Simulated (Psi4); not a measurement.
# AlPH6 (Al(PH3)H3): B3LYP/aug-cc-pVDZ

Aim: the energy change on altering one bond length of AlPH6 (Al(PH3)H3) at B3LYP/aug-cc-pVDZ, from 2 runs. 

The calculation is run with Psi4 1.11.

4 further runs of the same task are left out: 3 that didn't finish, 1 set aside as unsound or not needed.

## (1) The structure to begin with

AlPH6: 8 atoms, total charge 0, spin state singlet. As SMILES, `[H][Al]([H])([H])<-[PH3]`. Geometry: a GFN2-xTB relaxation, a rough one for these elements and not checked as a minimum.

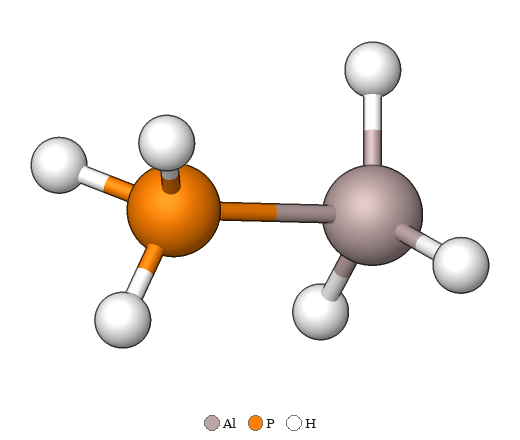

Viewed from a chosen angle; aluminium light grey, phosphorus orange, hydrogen white.

## (2) Energy and gradient at B3LYP/aug-cc-pVDZ

Input file job.py:

```python
import psi4

psi4.set_memory(1600000000)
psi4.set_num_threads(1)
psi4.set_output_file('psi4.out', False)

m = psi4.geometry("""
0 1
Al    -0.00891951     0.02004999    -2.78124222
P     -0.00801244    -0.00230547     1.96304750
H      1.26798733     1.80013421     3.35830789
H      0.96296664    -2.02389668     3.30267435
H     -2.19623970     0.15146155     3.38170269
H      2.94230358    -0.01944528    -3.06969001
H     -1.44862625     2.59126805    -3.06842390
H     -1.51145965    -2.51726638    -3.08637630
units au
symmetry c1
""")

psi4.set_options({
    'puream': True,
    'e_convergence': 1e-09,
    'd_convergence': 1e-08,
    'scf_type': 'pk',
    'dft_radial_points': 99,
    'dft_spherical_points': 590,
})

e, wfn = psi4.gradient("b3lyp/aug-cc-pVDZ", return_wfn=True)
psi4.oeprop(wfn, "MAYER_INDICES", "QUADRUPOLE", "DIPOLE", title="B3LYP")
print('gradient / Eh bohr^-1')
print(e.np.round(6))
print(f'energy = {wfn.energy():.10f} Eh')
```

Run with:

```sh
$ python job.py
```

psi4.out:

```text
[...]
  Running in c1 symmetry.
[...]
  Nuclear repulsion =   87.776779275103991
[...]
  Multiplicity = 1
[...]
  Nalpha       = 17
  Nbeta        = 17
[...]
    Number of basis functions: 108
[...]
   @RKS iter   1:  -587.31530915713597   -3.73050e-01   2.80740e-03 DIIS/ADIIS
[...]
   @RKS iter   9:  -587.39644982938773   -3.86535e-12   8.32079e-09 DIIS
[...]
    Orbital Energies [Eh]
    ---------------------
    Doubly Occupied:
       1A    -77.136982     2A    -56.017871     3A     -6.609684
       4A     -4.771221     5A     -4.771219     6A     -4.767679
       7A     -4.103193     8A     -2.659962     9A     -2.653825
      10A     -2.653807    11A     -0.707405    12A     -0.437593
      13A     -0.437491    14A     -0.431379    15A     -0.322198
      16A     -0.284264    17A     -0.284106
[...]
  @RKS Final Energy:  -587.39644982938773
   => Energetics <=
    Nuclear Repulsion Energy =             87.7767792751039906
    One-Electron Energy =                -986.8805095820979432
    Two-Electron Energy =                 347.2965278761109289
    DFT Exchange-Correlation Energy =     -35.5892473985046891
    Empirical Dispersion Energy =           0.0000000000000000
    VV10 Nonlocal Energy =                  0.0000000000000000
    Total Energy =                       -587.3964498293877341
[...]
  -Total Gradient:
     Atom            X                  Y                   Z
    ------   -----------------  -----------------  -----------------
       1       -0.000111328499     0.000260559845     0.001709579626
       2       -0.000093761552     0.000076099533     0.009706121679
       3       -0.011409362366    -0.016484559531    -0.005906616781
       4       -0.008720747684     0.018081143152    -0.005565834635
       5        0.019979134656    -0.001444093951    -0.005950702270
       6       -0.007866443874     0.000108434838     0.001848532473
       7        0.004080539650    -0.007395596398     0.002161095760
       8        0.004141755861     0.006797729427     0.001998084688
[...]
 Multipole Moments:
 ------------------------------------------------------------------------------------
     Multipole            Electronic (a.u.)      Nuclear  (a.u.)        Total (a.u.)
 ------------------------------------------------------------------------------------
 L = 1.  Multiply by 2.5417464519 to convert [e a0] to [Debye]
 Dipole X            :         -0.0313902            0.0314123            0.0000222
 Dipole Y            :          0.0259842           -0.0316271           -0.0056428
 Dipole Z            :          0.2383884            1.2340304            1.4724188
 Magnitude           :                                                    1.4724296
 L = 2.  Multiply by 1.3450342976 to convert [e a0^2] to [Debye ang]
 Quadrupole XX       :        -44.9529225           20.3993570          -24.5535654
 Quadrupole XY       :          0.0075881           -0.0060236            0.0015645
[...]
```

On the terminal:

```text
gradient / Eh bohr^-1
[[-1.1100e-04  2.6100e-04  1.7100e-03]
 [-9.4000e-05  7.6000e-05  9.7060e-03]
 [-1.1409e-02 -1.6485e-02 -5.9070e-03]
 [-8.7210e-03  1.8081e-02 -5.5660e-03]
 [ 1.9979e-02 -1.4440e-03 -5.9510e-03]
 [-7.8660e-03  1.0800e-04  1.8490e-03]
 [ 4.0810e-03 -7.3960e-03  2.1610e-03]
 [ 4.1420e-03  6.7980e-03  1.9980e-03]]
energy = -587.3964498294 Eh
```

Run time: 70 s. Hardware: 1 thread of AMD EPYC 7R43 (Zen 3), shared host; peak memory 0.73 GiB.

## (3) The distorted shape: the energy at B3LYP/aug-cc-pVDZ

Input file calc.inp:

```
memory 1600 MB

molecule {
  0 1
  Al    -0.544907    -0.752443    -2.062446
  P     -0.544427    -0.764273     0.448124
  H      0.670990     0.952590     1.777140
  H     -0.030607    -1.834053     1.157024
  H     -1.702387    -0.682903     1.198844
  H      1.016813    -0.773343    -2.215086
  H     -1.306767     0.608187    -2.214416
  H     -1.340017    -2.095133    -2.223916
  units angstrom
  symmetry c1
}

set {
  basis                aug-cc-pVDZ
  reference            rks
  puream               true
  e_convergence        1e-09
  d_convergence        1e-08
  scf_type             pk
  dft_radial_points    99
  dft_spherical_points 590
}

energy_value, wavefunction = energy('b3lyp', return_wfn=True)
oeprop(wavefunction, 'QUADRUPOLE', 'WIBERG_LOWDIN_INDICES', 'MULLIKEN_CHARGES')
print_variables()
```

Run with:

```sh
$ psi4 -i calc.inp -o calc.out -n 1
```

calc.out (excerpt; [...] marks lines left out):

```text
[...]
  Running in c1 symmetry.
[...]
  Nuclear repulsion =   84.570503359143103
[...]
  Multiplicity = 1
[...]
  Nalpha       = 17
  Nbeta        = 17
[...]
    Number of basis functions: 108
[...]
   @RKS iter   1:  -587.07930485498707   -3.44254e-01   3.75060e-03 ADIIS/DIIS
[...]
   @RKS iter  11:  -587.28346750811261   -1.54728e-10   9.29174e-09 DIIS
[...]
  @RKS Final Energy:  -587.28346750811261
   => Energetics <=
    Nuclear Repulsion Energy =             84.5705033591431032
    One-Electron Energy =                -980.1373197352213538
    Two-Electron Energy =                 343.7412465662192744
    DFT Exchange-Correlation Energy =     -35.4578976982536389
    Empirical Dispersion Energy =           0.0000000000000000
    VV10 Nonlocal Energy =                  0.0000000000000000
    Total Energy =                       -587.2834675081126079
[...]
 Multipole Moments:
 ------------------------------------------------------------------------------------
     Multipole            Electronic (a.u.)      Nuclear  (a.u.)        Total (a.u.)
 ------------------------------------------------------------------------------------
 L = 1.  Multiply by 2.5417464519 to convert [e a0] to [Debye]
 Dipole X            :         -0.6920823            0.5056906           -0.1863917
 Dipole Y            :         -0.9184238            0.6383251           -0.2800987
 Dipole Z            :         -0.6405680            1.7526375            1.1120695
 Magnitude           :                                                    1.1618501
 L = 2.  Multiply by 1.3450342976 to convert [e a0^2] to [Debye ang]
 Quadrupole XX       :        -49.0368065           24.0201445          -25.0166620
 Quadrupole XY       :         -5.0983714            5.1011860            0.0028145
[...]
  Mulliken Charges: (a.u.)
   Center  Symbol    Alpha    Beta     Spin     Total
       1    AL     6.71792  6.71792  0.00000 -0.43584
       2     P     7.66828  7.66828  0.00000 -0.33656
       3     H     0.49244  0.49244  0.00000  0.01513
       4     H     0.38058  0.38058  0.00000  0.23883
       5     H     0.38646  0.38646  0.00000  0.22708
       6     H     0.45160  0.45160  0.00000  0.09681
       7     H     0.45142  0.45142  0.00000  0.09716
       8     H     0.45131  0.45131  0.00000  0.09739
   Total alpha = 17.00000, Total beta = 17.00000, Total charge = -0.00000
[...]
```

It took 47 s on 1 thread of AMD EPYC 7R43 (Zen 3), shared host; peak memory 0.68 GiB.

## (4) Outcome

Level: B3LYP/aug-cc-pVDZ.

```
                                                         quantity          value
                                        first shape: total energy  -587.39645 Eh
                                       first shape: dipole moment         3.74 D
                                         first shape: HOMO energy       -7.73 eV
                                         first shape: LUMO energy       -0.85 eV
                                       first shape: HOMO–LUMO gap        6.88 eV
                            first shape: largest force on an atom     1.075 eV/Å
                                    distorted shape: total energy  -587.28347 Eh
                                   distorted shape: dipole moment         2.95 D
                                     distorted shape: HOMO energy       -7.87 eV
                                     distorted shape: LUMO energy       -4.44 eV
                                   distorted shape: HOMO–LUMO gap        3.43 eV
energy change with the P2–H3 bond stretched from 1.382 to 2.488 Å       3.074 eV
```

What this shows: One bond (distorted shape) is far stretched, which a spin-restricted single reference describes badly; a broken-symmetry solution may lie lower. With the P2–H3 bond stretched from 1.382 to 2.488 Å the energy rises by 3.07 eV (71 kcal/mol). The first shape isn't relaxed at this level, so the change isn't measured from a minimum. A restricted reference can't describe the breaking bond well at this length. The largest force (first shape) is 1.07 eV/Å: the shape isn't a stationary point for this species at this level. Mulliken charges (distorted shape) run from -0.44 on Al1 to +0.24 on H4; in a basis this large or diffuse they mean little.
